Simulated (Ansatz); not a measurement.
H$_{7}$C$_{2}$F: several calculations on one system

## 1. Relaxation

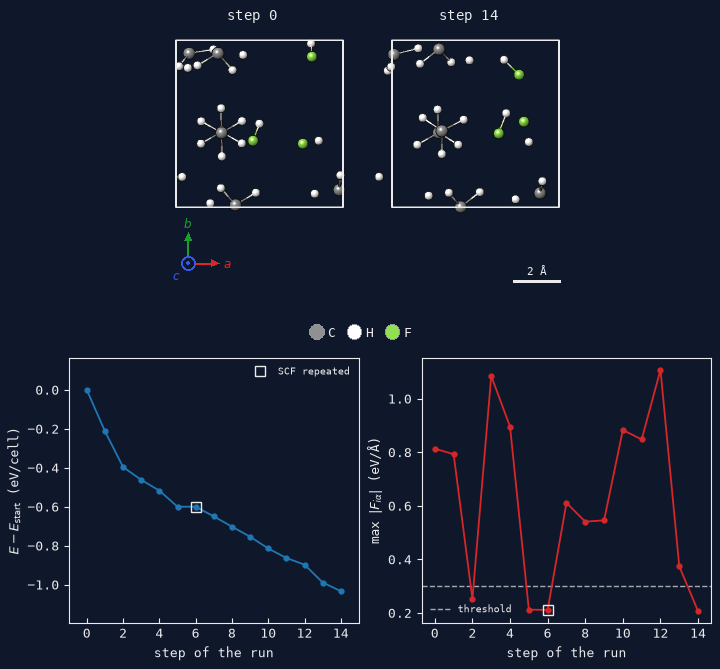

First and last geometry of a relaxation of an amorphous cell of composition H₇C₂F, with the history of the run. The picture is a ball-and-stick view of the cell of the calculation (origin shifted), seen along the c axis.

The cell holds 3 C2H6 + 3 HF. The run prepares the start of a later molecular dynamics calculation, from a guessed geometry.

Method: DFT PBE-D3(BJ), scalar-relativistic, plane waves, PAW (Ansatz 0.2.0). (plane-wave cutoff 420 eV; k-point mesh 1 × 1 × 1; occupations fermi dirac; smearing width 0.02 eV; no spin polarisation; atoms relaxed in a fixed cell; force threshold 0.3 eV/Å; at most 15 steps)

Did the run converge, and what did it change?

Answer. It converged. Over 13 accepted moves (14 points after the start) the energy falls by 1.033 eV per cell of the calculation. Largest force component: 0.81 eV/Å at the start, 0.21 eV/Å at the end. 1 step only repeated the SCF at the same geometry. The forces were under the threshold at step 2, but the run went on from there. An H atom moves most: 1.48 Å along [3 1 1]. By element the largest moves are H 1.48 Å, F 1.33 Å, C 0.67 Å. The cell doesn't change. Near-neighbour distances that change, for instance: F–H 0.934 → 0.954 Å, C–H 1.093 → 1.106 Å, C–C 1.524 → 1.529 Å. Bond angles that change, for instance: H–C–H 107.7° → 111.2°, H–C–H 107.7° → 104.5°, H–C–H 107.7° → 105.5°.

Limits of the set-up: the periodic images lie only 7.2 Å apart, so the values are limited by the cell's size.

## 2. Dynamics

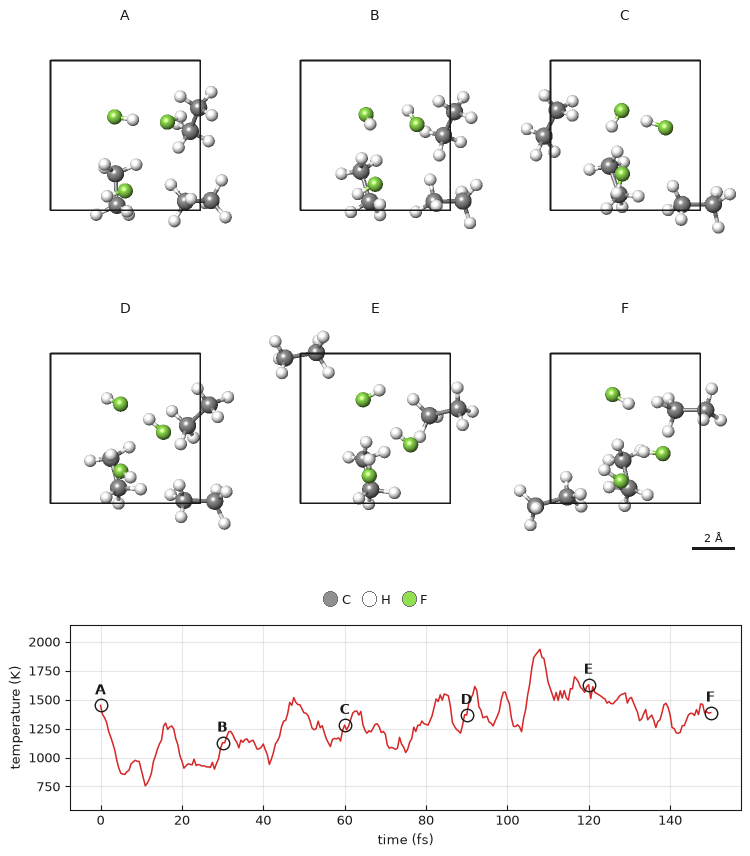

Molecular dynamics of a periodic cell with 3 C2H6 + 3 HF at 0.66 g/cm³, 150 fs long. Frames (A at 0 fs, B at 30 fs, C at 60 fs, D at 90 fs, E at 120 fs, F at 150 fs) and the history of the run. The picture is a ball-and-stick view of the simulation cell, seen along the a axis. Atoms that leave the cell re-enter on the other side.

Method: Ansatz 0.2.0, DFT PBE-D3(BJ), scalar-relativistic, plane waves, PAW. Settings: plane-wave cutoff 420 eV; k-point mesh 1 × 1 × 1; Fermi-Dirac smearing 0.02 eV; Langevin thermostat (NVT); set temperature 1500 K; time step 0.5 fs; H given the mass 2.014 u; friction 0.02 per fs.

The input:
```yaml
crystal:
  lattice:
    - [7.230427, 0.0, 0.0]
    - [0.0, 7.230427, 0.0]
    - [0.0, 0.0, 7.230427]
  atoms:
    - { symbol: C, position: [0.57508747, 0.98571744, 0.68023247] }
    - { symbol: C, position: [0.44485243, 0.93008488, 0.52311692] }
    - { symbol: H, position: [0.62784797, 0.86378232, 0.75516829] }
    - { symbol: H, position: [0.68973863, 1.074179, 0.63088495] }
    - { symbol: H, position: [0.50429687, 1.07024673, 0.78501387] }
    - { symbol: H, position: [0.38306102, 1.05252817, 0.4578898] }
    - { symbol: H, position: [0.51795903, 0.85223495, 0.41491841] }
    - { symbol: H, position: [0.33154359, 0.84231763, 0.57363634] }
    - { symbol: C, position: [0.05013203, 1.06886849, 0.06145801] }
    - { symbol: C, position: [0.17455984, 0.89787239, 0.05546217] }
    - { symbol: H, position: [0.08655723, 1.16560545, -0.05075633] }
    - { symbol: H, position: [-0.0961545, 1.03111817, 0.04484181] }
    - { symbol: H, position: [0.06441645, 1.13960035, 0.19567321] }
    - { symbol: H, position: [0.13854013, 0.80066534, 0.16619995] }
    - { symbol: H, position: [0.15894731, 0.82422579, -0.07645281] }
    - { symbol: H, position: [0.3211611, 0.93498008, 0.07129048] }
    - { symbol: C, position: [0.44280925, 0.43029994, 0.23901499] }
    - { symbol: C, position: [0.46228774, 0.44083718, 0.02876893] }
    - { symbol: H, position: [0.43659413, 0.5687948, 0.30048945] }
    - { symbol: H, position: [0.31547201, 0.35797786, 0.27969865] }
    - { symbol: H, position: [0.56034202, 0.35813434, 0.30252844] }
    - { symbol: H, position: [0.46248565, 0.30230563, -0.03341161] }
    - { symbol: H, position: [0.34789641, 0.5188794, -0.03371495] }
    - { symbol: H, position: [0.59247037, 0.50785968, -0.01137331] }
    - { symbol: F, position: [0.80336159, 0.4252873, 0.61957476] }
    - { symbol: H, position: [0.84774514, 0.54693823, 0.59984198] }
    - { symbol: F, position: [0.95383454, 0.49575206, 0.12535] }
    - { symbol: H, position: [0.98337161, 0.37431916, 0.08960995] }
    - { symbol: F, position: [0.92499029, 0.7772396, 0.58472017] }
    - { symbol: H, position: [0.83496184, 0.86618114, 0.62214352] }
basis:
  ecutwfc: 420.0
kpoints:
  mp_grid: { grid: [1, 1, 1] }
hamiltonian:
  xc: pbe
  dispersion: d3bj
scf:
  occupations: { method: fermi_dirac, width: 0.02 }
  lower_state_search: "off"
md:
  timestep: 0.5
  n_steps: 300
  ensemble: nvt_langevin
  temperature: 1500.0
  initial_velocities: maxwell_boltzmann
  seed: 614523
  friction: 0.02
  masses: [{ species: H, mass: 2.014 }]
```

Command:
```bash
ansatz run input.yaml --threads 1 --pin off --max-ram 3072MiB --backend cpu --events-out ev --progress --plain --runs-dir out
```

Q: What do the frames and curves show?

A: Root-mean-square distances from the starting positions over the second half, with the common drift of all atoms taken out: H 1.25 Å, F 1.14 Å, C 0.76 Å. The heavy atoms stay within a fraction of a molecule's size of their starting places; so short a run doesn't tell a liquid from a solid. The mean temperature in the second half is 1442 K (standard deviation 162 K). The potential energy is still drifting at the end, so the run hasn't reached equilibrium. The potential energy in the second half lies on average 130 meV per atom above the first frame.

Limits of the set-up: masses were changed (H 2.014 u), which shifts the vibrations; the periodic images lie only 7.2 Å apart, so the values are limited by the cell's size.

## 3. Dynamics

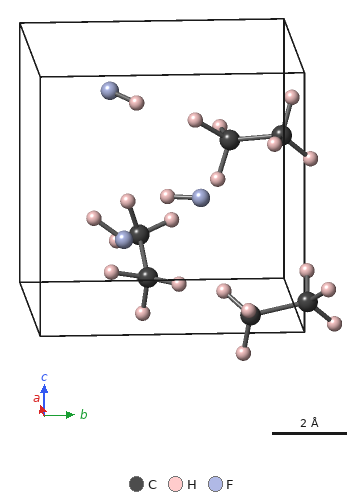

Starting frame of a dynamics run of a periodic cell with 3 C2H6 + 3 HF at 0.66 g/cm³. It starts from the last geometry of an earlier run, with fresh velocities. Style: ball-and-stick. Shown: the simulation cell, from a free direction.

Theory: DFT PBE-D3(BJ), scalar-relativistic, plane waves, PAW (Ansatz 0.2.0).

The input:
```yaml
crystal:
  lattice:
    - [7.230427, 0.0, 0.0]
    - [0.0, 7.230427, 0.0]
    - [0.0, 0.0, 7.230427]
  atoms:
    - { symbol: C, position: [0.52657669, 0.95080569, 0.64462192] }
    - { symbol: C, position: [0.45897595, 0.74949441, 0.6445547] }
    - { symbol: H, position: [0.54697213, 0.99130583, 0.78697478] }
    - { symbol: H, position: [0.67520108, 0.93598065, 0.58037751] }
    - { symbol: H, position: [0.41153647, 1.05131947, 0.57723552] }
    - { symbol: H, position: [0.33160305, 0.70154771, 0.72274793] }
    - { symbol: H, position: [0.41921866, 0.70031552, 0.50257763] }
    - { symbol: H, position: [0.57795355, 0.62774404, 0.69872043] }
    - { symbol: C, position: [0.22195615, 1.02517459, 0.06508952] }
    - { symbol: C, position: [0.28458236, 0.8142881, 0.00454357] }
    - { symbol: H, position: [0.11429564, 1.11896426, 0.001629] }
    - { symbol: H, position: [0.16188877, 1.01835387, 0.19794655] }
    - { symbol: H, position: [0.35409118, 1.11460306, 0.08352718] }
    - { symbol: H, position: [0.24512821, 0.71041596, 0.10719359] }
    - { symbol: H, position: [0.19195849, 0.77998774, -0.12232391] }
    - { symbol: H, position: [0.43377658, 0.81905944, -0.00899815] }
    - { symbol: C, position: [0.33964877, 0.39710835, 0.30977052] }
    - { symbol: C, position: [0.44165775, 0.43787334, 0.12320218] }
    - { symbol: H, position: [0.2922006, 0.51595614, 0.3754028] }
    - { symbol: H, position: [0.23360814, 0.30338309, 0.31057273] }
    - { symbol: H, position: [0.46396086, 0.36384904, 0.41370624] }
    - { symbol: H, position: [0.51348875, 0.30570826, 0.13080248] }
    - { symbol: H, position: [0.34342021, 0.41053117, 0.00621022] }
    - { symbol: H, position: [0.52209319, 0.56183945, 0.07888784] }
    - { symbol: F, position: [0.90117843, 0.3294823, 0.74915101] }
    - { symbol: H, position: [0.95905042, 0.43560689, 0.68829841] }
    - { symbol: F, position: [0.91559517, 0.38455244, 0.17077351] }
    - { symbol: H, position: [0.96332987, 0.27406339, 0.24549868] }
    - { symbol: F, position: [0.78759669, 0.66550245, 0.35417033] }
    - { symbol: H, position: [0.76816948, 0.53767485, 0.36609588] }
basis:
  ecutwfc: 420.0
kpoints:
  mp_grid: { grid: [1, 1, 1] }
hamiltonian:
  xc: pbe
  dispersion: d3bj
scf:
  occupations: { method: fermi_dirac, width: 0.02 }
  lower_state_search: "off"
md:
  timestep: 0.5
  n_steps: 400
  ensemble: nvt_nose_hoover
  temperature: 1500.0
  initial_velocities: maxwell_boltzmann
  seed: 209279
  nose_hoover: { tau: 50.0, chain_length: 3 }
  masses: [{ species: H, mass: 2.014 }]
```

Command:
```bash
ansatz run input.yaml --threads 1 --pin off --max-ram 3072MiB --backend cpu --events-out ev --progress --plain --runs-dir out
```

Question: What does the trajectory do?

Answer: The mean temperature in the second half is 1445 K (standard deviation 181 K). The potential energy in the second half lies on average 14.5 meV per atom below the first frame. Root-mean-square distances from the starting positions over the second half, with the common drift of all atoms taken out: H 2.38 Å, F 1.69 Å, C 1.60 Å. The molecules turn and drift from their places.

Along the run (each row but the first and the last is the mean over the interval that it begins):

```tsv
time (fs)	potential energy (meV/atom)	T (K)
0.0	0.0	1500
20.0	7.1	1471
40.0	13.0	1472
60.0	-12.1	1748
80.0	-8.3	1755
100.0	-5.6	1686
120.0	-1.8	1511
140.0	-16.1	1434
160.0	-22.8	1329
180.0	-25.7	1268
200.0	-26.9	1259
```

The paths of the atoms:

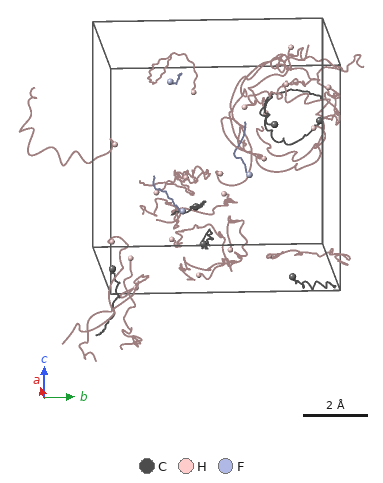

Limits of the set-up: masses were changed (H 2.014 u), which shifts the vibrations; the periodic images lie only 7.2 Å apart, so the values are limited by the cell's size.

The run took 11 min on 1 thread of Arm Neoverse V1, with other jobs on the host, peak memory 0.38 GiB.
